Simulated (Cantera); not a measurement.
Feed: 1 mol HgO, 2.8 mol N2, equilibrated at 648 K.

Cantera equilibrium calculation (NASA polynomials, part measured and part estimated; ideal gas, pure solids and liquids). Candidate condensed phases: Hg, HgO; 10 gas species. Kinetics and transport are ignored.

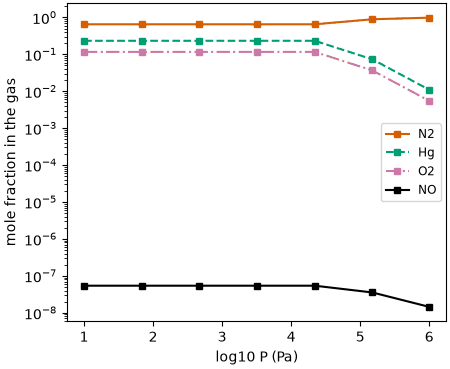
Equilibrium gas composition (values under 1e-9 drawn at 1e-9)

From 10.0 Pa to 0.220 bar nothing is condensed. From 1.50 bar to 10.0 bar the condensed part is HgO(s). The main Hg-bearing gas is Hg throughout.
